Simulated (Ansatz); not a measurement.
CH3HfNO4: molecular dynamics (part 2 of 2)

The same run, continued: CH3HfNO4; RKS revPBE/def2-SVP (Ansatz 0.2.0). The geometry comes from this level: PBE0-D4/def2-TZVP.

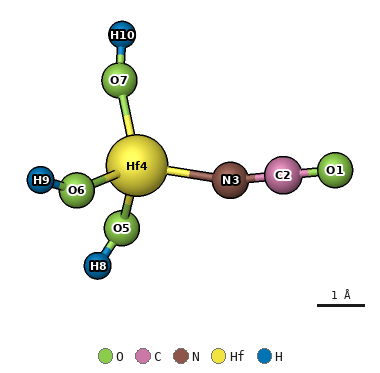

*The geometry at step 28 of the log (ball-and-stick view, seen at a tilt; atoms are numbered from 1 in the order of the input).*

```
Total energy: -12067.22626551 eV, -443.4623857978 hartree
Atom 0 at     2.422172    -2.559604     1.930156 Å, force     1.289453    -0.888856     0.775762 eV/Å
Atom 1 at     1.604119    -1.990359     1.310058 Å, force    -1.140154     0.681217    -0.465903 eV/Å
Atom 2 at     0.705702    -1.436415     0.699210 Å, force    -0.628586     1.780714    -0.601964 eV/Å
Atom 3 at    -0.260099     0.357511    -0.213384 Å, force     0.939503    -2.204520     0.993175 eV/Å
Atom 4 at    -1.571401    -0.647480    -1.185229 Å, force    -0.893770    -0.205629    -0.699167 eV/Å
Atom 5 at    -1.405091     1.518919     0.816239 Å, force     0.859557    -1.855188    -0.164474 eV/Å
Atom 6 at     0.936280     1.248192    -1.420116 Å, force    -0.820771    -0.182578     0.282623 eV/Å
Atom 7 at    -2.529541    -0.609197    -1.003716 Å, force     0.117454    -0.100343    -0.143683 eV/Å
Atom 8 at    -1.728618     2.358793     1.023653 Å, force    -0.964114     2.381636     0.703877 eV/Å
Atom 9 at     1.744480     1.594374    -1.751157 Å, force     1.241430     0.593546    -0.680246 eV/Å
Dipole moment:    -0.388380     1.055661    -0.196197 e Å
```

Trajectory as extended XYZ (Å, eV, eV/Å), 10 of the 51 frames kept, from step=0 to step=50:
```
10
Properties=species:S:1:pos:R:3:forces:R:3 step=0 time_fs=0.0 energy=-12067.70444 temperature=700.0
O     2.2211   -2.6098    1.9585    1.1672  -1.3719   1.0287
C     1.5636   -1.8369    1.3791    0.1325  -0.1557   0.1167
N     0.8897   -1.0448    0.7853   -1.0381   1.2204  -0.9146
Hf   -0.2707    0.3182   -0.2386    0.1346  -0.1590   0.1188
O    -1.5748   -0.6395   -1.2718    0.1813  -0.0802  -0.0914
O    -1.1400    1.4629    1.0339   -0.0846  -0.1911   0.0631
O     0.8663    1.3483   -1.3924    0.0889   0.0540   0.1923
H    -2.4159   -0.9566   -1.5831   -0.6777  -0.2685  -0.2833
H    -1.3874    2.2464    1.5134   -0.2298   0.6293   0.4035
H     1.2482    1.7118   -2.1843    0.3256   0.3226  -0.6338
10
Properties=species:S:1:pos:R:3:forces:R:3 step=6 time_fs=6.0 energy=-12067.53547 temperature=541.7
O     2.2337   -2.5689    1.9341    0.2877  -0.6768   0.4761
C     1.5102   -1.8441    1.3491    1.0215  -0.4903   0.4747
N     0.8434   -1.0594    0.7298   -0.3070   0.1019  -0.0295
Hf   -0.2567    0.3212   -0.2270   -2.0016  -0.9588  -0.7310
O    -1.5950   -0.6625   -1.2756   -0.3291  -0.0843  -0.0321
O    -1.1839    1.4636    0.9835    0.0989  -1.0355  -0.1189
O     0.8424    1.3141   -1.3784    0.5625   0.5103  -0.2236
H    -2.5078   -0.9468   -1.4805    0.5451   0.2045   0.1230
H    -1.4004    2.2577    1.4141   -0.5765   1.8565   1.0550
H     1.3400    1.6902   -2.0836    0.6985   0.5725  -0.9938
10
Properties=species:S:1:pos:R:3:forces:R:3 step=11 time_fs=11.0 energy=-12067.33461 temperature=354.5
O     2.2500   -2.5467    1.9223   -0.1784  -0.3748   0.1952
C     1.4870   -1.8608    1.3340   -0.0787   1.1802  -0.8088
N     0.7982   -1.0683    0.6822    1.9419  -2.7054   2.1654
Hf   -0.2477    0.3225   -0.2184   -3.3399  -0.4491  -1.5418
O    -1.6117   -0.6817   -1.2785    0.6198   0.3350   0.3196
O    -1.2259    1.4713    0.9531   -0.8652   2.7234   1.9065
O     0.8396    1.3001   -1.3828    2.4265   1.8002  -2.3290
H    -2.5442   -0.9165   -1.3837    0.0114   0.0667   0.0305
H    -1.4489    2.3639    1.3873    0.4508  -1.9623  -0.9325
H     1.4606    1.7106   -2.0465   -0.9883  -0.6138   0.9949
10
Properties=species:S:1:pos:R:3:forces:R:3 step=17 time_fs=17.0 energy=-12067.45269 temperature=459.6
O     2.2634   -2.5253    1.9098   -0.8253   0.1551  -0.2937
C     1.4704   -1.8640    1.3065    2.5831  -1.5542   1.5348
N     0.7777   -1.1285    0.6646   -0.3674  -0.1242   0.1108
Hf   -0.2427    0.3233   -0.2108   -3.0853   0.3549  -1.8177
O    -1.6204   -0.6980   -1.2752    1.5524   0.6731   0.4952
O    -1.2840    1.5020    0.9374    0.3069  -0.3554   0.1505
O     0.8662    1.3065   -1.4152    0.3448   0.2322  -0.1237
H    -2.5637   -0.8576   -1.2615   -0.6403  -0.0383   0.0427
H    -1.4918    2.3625    1.3015   -0.1548   0.4533   0.2246
H     1.5447    1.7084   -1.9557    0.2859   0.2035  -0.3235
10
Properties=species:S:1:pos:R:3:forces:R:3 step=22 time_fs=22.0 energy=-12067.45707 temperature=466.4
O     2.2661   -2.5088    1.8984    2.1967  -2.1940   1.9308
C     1.4990   -1.8871    1.3052   -0.7868   1.1214  -0.9312
N     0.7606   -1.1887    0.6583   -0.5504   0.3021  -0.0722
Hf   -0.2431    0.3245   -0.2071   -2.0248   0.7922  -1.6525
O    -1.6126   -0.7027   -1.2648   -0.0902   0.4861   0.5307
O    -1.3295    1.5274    0.9294    0.6168  -0.6334  -0.1760
O     0.8990    1.3188   -1.4479   -0.3388  -0.3299   0.5478
H    -2.5911   -0.7896   -1.1468    0.8638   0.1305  -0.0899
H    -1.5485    2.4039    1.2610   -0.0658   0.2201   0.1034
H     1.6273    1.7247   -1.9229    0.1796   0.1048  -0.1910
10
Properties=species:S:1:pos:R:3:forces:R:3 step=28 time_fs=28.0 energy=-12067.37388 temperature=399.9
O     2.3045   -2.5252    1.9163    0.2247  -0.2936   0.1652
C     1.5239   -1.8960    1.2887    0.8021  -0.6042   0.6881
N     0.7274   -1.2536    0.6486   -0.4870   0.6245  -0.1723
Hf   -0.2471    0.3273   -0.2055   -0.8317   1.4043  -1.4318
O    -1.5939   -0.6978   -1.2434    0.4157   0.4464   0.2212
O    -1.3724    1.5474    0.9174    0.1914   1.3229   0.3275
O     0.9342    1.3285   -1.4786    0.5632   0.0071   0.2734
H    -2.5387   -0.6852   -1.0178   -0.1361  -0.0369  -0.0697
H    -1.6289    2.4873    1.2243    0.6244  -2.1283  -0.7024
H     1.7382    1.7492   -1.9035   -1.3668  -0.7421   0.7007
10
Properties=species:S:1:pos:R:3:forces:R:3 step=33 time_fs=33.0 energy=-12067.29858 temperature=329.6
O     2.3457   -2.5484    1.9382   -1.3986   1.2152  -1.3500
C     1.5524   -1.9078    1.2816    0.6627  -0.9260   0.9957
N     0.6935   -1.2990    0.6398    1.1068  -0.2672   0.8966
Hf   -0.2518    0.3317   -0.2064    0.1013   1.6901  -0.9988
O    -1.5729   -0.6861   -1.2210   -0.1606   0.2042  -0.0967
O    -1.3977    1.5600    0.9038    1.5431  -3.0998  -1.1553
O     0.9570    1.3284   -1.4912   -2.2094  -1.4605   1.7564
H    -2.5006   -0.6092   -0.9360   -0.1717  -0.1152  -0.1531
H    -1.6505    2.4172    1.1515   -0.6341   2.2009   0.6697
H     1.7366    1.7156   -1.8482    1.1604   0.5584  -0.5644
10
Properties=species:S:1:pos:R:3:forces:R:3 step=39 time_fs=39.0 energy=-12067.30182 temperature=330.2
O     2.3735   -2.5571    1.9427   -0.0035   0.2004  -0.3289
C     1.5936   -1.9390    1.2915   -2.0869   0.8608  -0.8404
N     0.6794   -1.3599    0.6503    2.0640  -0.3510   1.3541
Hf   -0.2571    0.3399   -0.2090    1.3135   0.9604  -0.0813
O    -1.5529   -0.6686   -1.1966   -1.6109  -0.1124  -0.3646
O    -1.4098    1.5512    0.8761    0.6558  -0.6395  -0.3171
O     0.9616    1.3100   -1.4816   -1.1668  -0.8190   1.1124
H    -2.4886   -0.5528   -0.8892    0.5610  -0.2542  -0.4341
H    -1.6982    2.4448    1.1057    0.0096   0.0392   0.0510
H     1.7776    1.6913   -1.8128    0.2643   0.1154  -0.1510
10
Properties=species:S:1:pos:R:3:forces:R:3 step=44 time_fs=44.0 energy=-12067.25787 temperature=299.7
O     2.3934   -2.5584    1.9383    0.0864   0.1523  -0.2717
C     1.5941   -1.9542    1.2897    0.7223  -0.9637   1.1510
N     0.7009   -1.4147    0.6812   -1.1583   2.1280  -1.0179
Hf   -0.2597    0.3483   -0.2115    1.7006  -0.3561   0.5895
O    -1.5531   -0.6561   -1.1841   -0.3584  -0.3986  -0.9850
O    -1.4092    1.5342    0.8480   -0.2383   1.4213   0.3966
O     0.9509    1.2833   -1.4573    0.7451   0.2214   0.0736
H    -2.4706   -0.5566   -0.9200   -0.8588  -0.1090   0.0003
H    -1.7325    2.4595    1.0720    0.5657  -1.5721  -0.3302
H     1.8079    1.6644   -1.7894   -1.2063  -0.5235   0.3937
10
Properties=species:S:1:pos:R:3:forces:R:3 step=50 time_fs=50.0 energy=-12067.22617 temperature=277.3
O     2.4222   -2.5596    1.9302    1.2895  -0.8889   0.7758
C     1.6041   -1.9904    1.3101   -1.1402   0.6812  -0.4659
N     0.7057   -1.4364    0.6992   -0.6286   1.7807  -0.6020
Hf   -0.2601    0.3575   -0.2134    0.9395  -2.2045   0.9932
O    -1.5714   -0.6475   -1.1852   -0.8938  -0.2056  -0.6992
O    -1.4051    1.5189    0.8162    0.8596  -1.8552  -0.1645
O     0.9363    1.2482   -1.4201   -0.8208  -0.1826   0.2826
H    -2.5295   -0.6092   -1.0037    0.1175  -0.1003  -0.1437
H    -1.7286    2.3588    1.0237   -0.9641   2.3816   0.7039
H     1.7445    1.5944   -1.7512    1.2414   0.5935  -0.6802
```

This output came from the following input.

Input:
```yaml
crystal:
  periodic: [false, false, false]
  atoms:
    - {symbol: O, position_ang: [2.221131, -2.609849, 1.958519]}
    - {symbol: C, position_ang: [1.563569, -1.836929, 1.379105]}
    - {symbol: N, position_ang: [0.889677, -1.044802, 0.785300]}
    - {symbol: Hf, position_ang: [-0.270736, 0.318218, -0.238609]}
    - {symbol: O, position_ang: [-1.574820, -0.639492, -1.271791]}
    - {symbol: O, position_ang: [-1.140042, 1.462948, 1.033881]}
    - {symbol: O, position_ang: [0.866339, 1.348303, -1.392417]}
    - {symbol: H, position_ang: [-2.415929, -0.956572, -1.583120]}
    - {symbol: H, position_ang: [-1.387371, 2.246417, 1.513399]}
    - {symbol: H, position_ang: [1.248182, 1.711758, -2.184266]}
basis:
  gaussian: {orbitals: def2-SVP}
hamiltonian: {xc: {name: revPBE}}
md: {timestep: 1 fs, n_steps: 50, ensemble: nvt_nose_hoover, temperature: 700, initial_velocities: maxwell_boltzmann, seed: 725}
```

Launched with:
```bash
ansatz run in.yaml --threads 4 --pin off --events-out ev --progress --plain --max-ram 11315MiB
```

Results in brief:

| quantity | value |
| --- | --- |
| outcome | finished |
| mean temperature over the second half | 336 K |
| trajectory | 50 steps, 50 fs |
| ensemble | nvt_nose_hoover |
| temperature in the input | 700 K |
| time step | 1 fs |
| potential energy (last step) | −12067.2263 eV |
| SCF solution under orbital rotations (last step) | stable |
| largest force (length of the vector) (last step) | 2.664 eV/Å |
| dipole moment (last step) | 5.48 D |
| hardware | 4 threads of Arm Neoverse V1, 23 GiB of memory available, shared host |
| wall time | 91 s (CPU time 5.7 min) |
| peak memory | 0.19 GiB |

So short a trajectory is not equilibrated. The temperature stays far from the 700 K of the thermostat over the second half: the run isn't equilibrated.
